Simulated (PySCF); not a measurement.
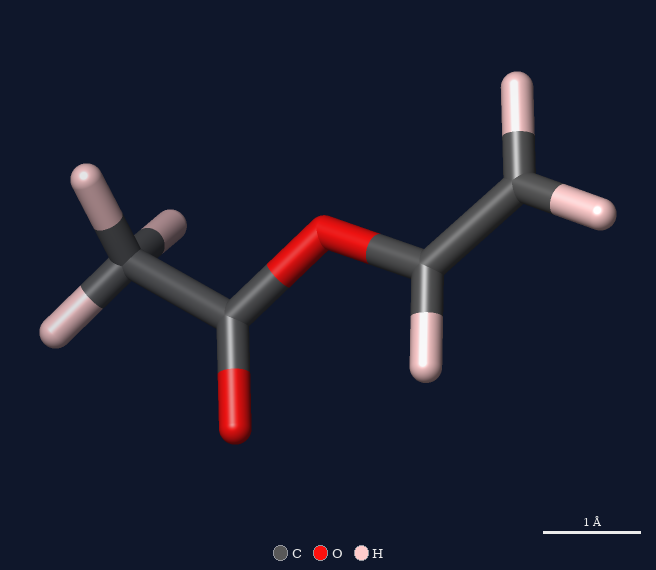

Rendered structure (stick style). Every bond is drawn as one stick, whatever its order.

The geometry was computed by an optimisation with GFN2-xTB. No frequency run is at hand to confirm it as a minimum.

> What is the molecular formula?

C₄H₆O₂, 12 atoms: 4 carbon, 6 hydrogen and 2 oxygen.

> Name functional groups in it.

Among them: ester, alkene.

> What is its SMILES?

C=COC(C)=O

The parts below concern this one geometry. Atoms keep their numbers from picture to picture.

Symmetry

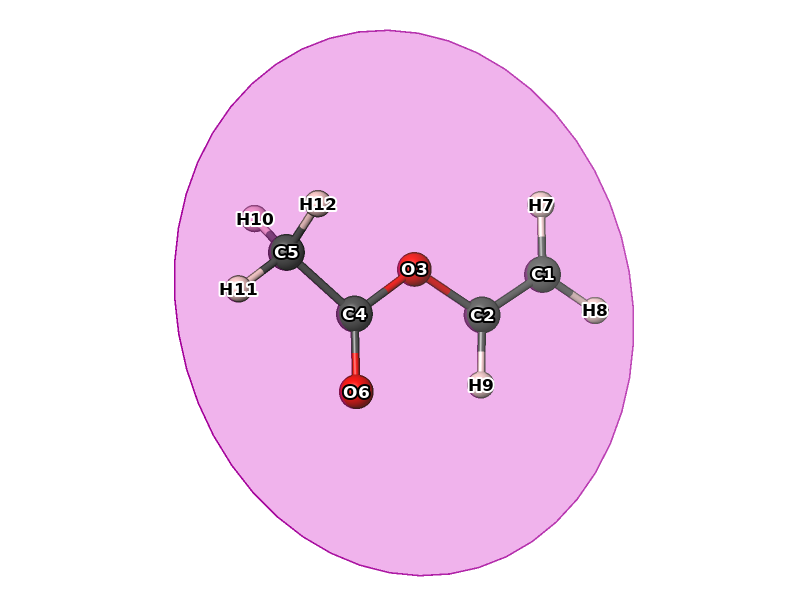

A disc through the centre of mass is drawn in. Atoms fade into the background with distance from the viewer. No frequency run is at hand to confirm it as a minimum.

> Is the plane of the disc a mirror plane of the structure?

Yes. The reflection leaves C1, C2, O3, C4, C5, O6, H7, H8, H9, H11 in place and moves H10 ↔ H12. The point group is Cs.

NMR shielding

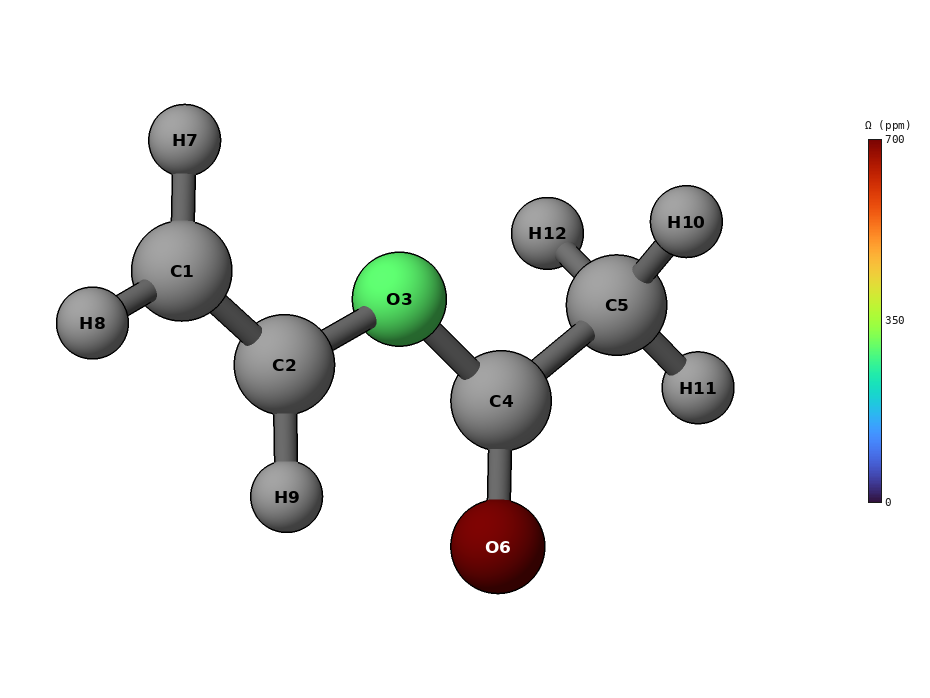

The O atoms are coloured by the span of their shielding tensor. No frequency run is at hand to confirm it as a minimum. Level of theory: GIAO PBE0/pcSseg-1 NMR shielding, non-relativistic, gas phase (PySCF 2.14.0). Principal shieldings σ11 ≤ σ22 ≤ σ33, span Ω = σ33 − σ11, skew κ = 3(σiso − σ22)/Ω.

> Which O atom has the most anisotropic shielding?

O6, with a span of 700 ppm.

Give the shielding tensors of the O atoms.

| atom | σ11 | σ22 | σ33 | σiso | Ω | κ |
| --- | --- | --- | --- | --- | --- | --- |
| O3 | −88.6 | 108.7 | 208.3 | 76.1 | 296.9 | −0.33 |
| O6 | −403.9 | −228.2 | 295.8 | −112.1 | 699.7 | 0.50 |

Shieldings and span in ppm.

Quadrupole coupling

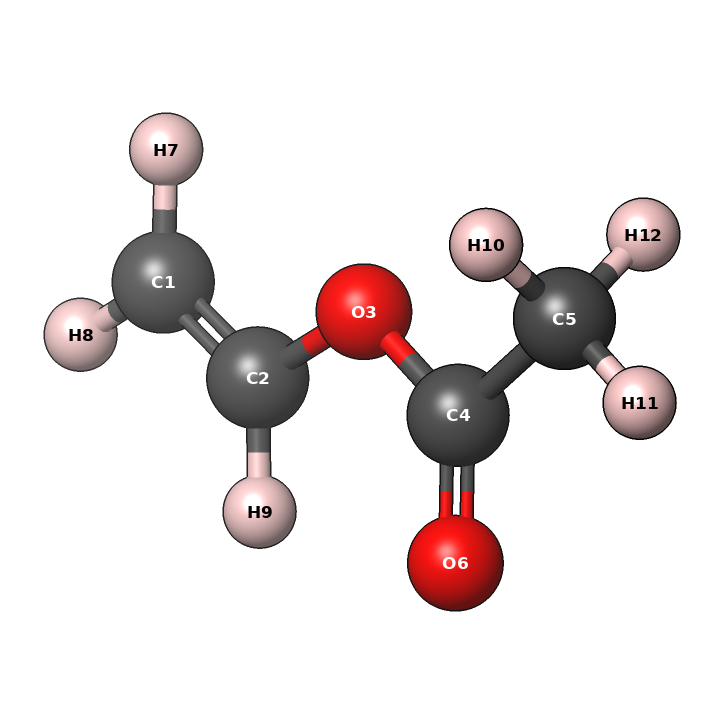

No frequency run is at hand to confirm it as a minimum. Electric field gradients from the ground-state density, PBE0/pcSseg-1 (PySCF 2.14.0), non-relativistic apart from any core potentials.

Give the largest field-gradient component, the quadrupole coupling constant and the asymmetry for 17O at O3 (Q = −25.6 mb), 17O at O6 (Q = −25.6 mb), 2H at H7 (Q = 2.86 mb), 2H at H8 (Q = 2.86 mb), 2H at H9 (Q = 2.86 mb), 2H at H10 (Q = 2.86 mb).

```json
{"atom": "O3", "V_zz (a.u.)": "1.645", "e²qQ/h (MHz)": "−9.90", "η": "0.20"}
{"atom": "O6", "V_zz (a.u.)": "−1.639", "e²qQ/h (MHz)": "9.86", "η": "0.22"}
{"atom": "H7", "V_zz (a.u.)": "0.340", "e²qQ/h (MHz)": "0.229", "η": "0.06"}
{"atom": "H8", "V_zz (a.u.)": "0.345", "e²qQ/h (MHz)": "0.232", "η": "0.07"}
{"atom": "H9", "V_zz (a.u.)": "0.308", "e²qQ/h (MHz)": "0.207", "η": "0.09"}
{"atom": "H10", "V_zz (a.u.)": "0.313", "e²qQ/h (MHz)": "0.210", "η": "0.04"}
```

Charges

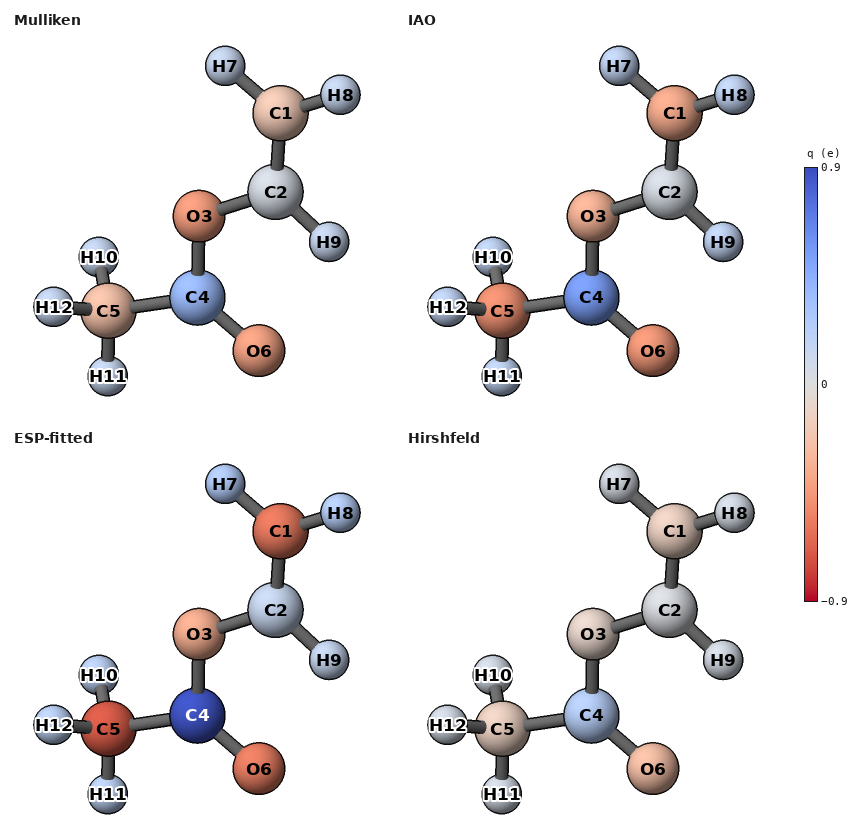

Atomic charges of one calculation by 4 schemes, on one colour scale. No frequency run is at hand to confirm it as a minimum. Computed with PBE0/pcSseg-1 (PySCF 2.14.0).

> Which scheme gives the most polar picture (largest mean size of the charges)?

The ESP-fitted charges are the largest in size here, and the Hirshfeld charges the smallest.

> On which atom do the schemes disagree most?

On C4 (from 0.22 to 0.85 e).

List the charges (e), one line for each set of equivalent atoms.

```json
{"atom": "C1", "Mulliken": "−0.18", "IAO": "−0.36", "ESP-fitted": "−0.58", "Hirshfeld": "−0.12"}
{"atom": "C2", "Mulliken": "0.05", "IAO": "0.05", "ESP-fitted": "0.13", "Hirshfeld": "0.02"}
{"atom": "O3", "Mulliken": "−0.43", "IAO": "−0.31", "ESP-fitted": "−0.34", "Hirshfeld": "−0.08"}
{"atom": "C4", "Mulliken": "0.36", "IAO": "0.53", "ESP-fitted": "0.85", "Hirshfeld": "0.22"}
{"atom": "C5", "Mulliken": "−0.23", "IAO": "−0.48", "ESP-fitted": "−0.68", "Hirshfeld": "−0.12"}
{"atom": "O6", "Mulliken": "−0.40", "IAO": "−0.45", "ESP-fitted": "−0.55", "Hirshfeld": "−0.25"}
{"atom": "H7", "Mulliken": "0.13", "IAO": "0.16", "ESP-fitted": "0.24", "Hirshfeld": "0.05"}
{"atom": "H8", "Mulliken": "0.13", "IAO": "0.17", "ESP-fitted": "0.22", "Hirshfeld": "0.06"}
{"atom": "H9", "Mulliken": "0.13", "IAO": "0.17", "ESP-fitted": "0.14", "Hirshfeld": "0.05"}
{"atom": "H10, H12", "Mulliken": "0.15", "IAO": "0.17", "ESP-fitted": "0.19", "Hirshfeld": "0.06"}
{"atom": "H11", "Mulliken": "0.14", "IAO": "0.17", "ESP-fitted": "0.19", "Hirshfeld": "0.06"}
```

Mulliken values depend strongly on the basis set and can even reverse the polarity of a bond.
